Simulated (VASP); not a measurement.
Band structure of HgO (relaxed from the zincblende structure, space group F-43m). These are LDA (Ceperley-Alder, Perdew-Zunger), VASP's LDA PAW potentials (set 64) (plane waves; VASP) values and carry that method's errors.

Unless said otherwise, spin-orbit coupling is left out, though it shifts the bands of the heavy elements here.

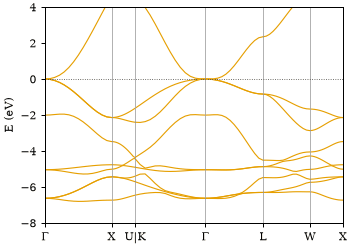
Figure. Bands along high-symmetry lines, zero at the valence-band maximum or, without a gap, the Fermi level

### Question
Read the plot: is there a gap, and where are the band edges?

### Answer
It has no gap at this level: it comes out as a metal or semimetal. (Edges off the drawn lines would not show.)

The structure was generated: HgO was put into the zincblende type (F-43m), which need not be its known phase. It was relaxed first, which changed the volume by +14 %.
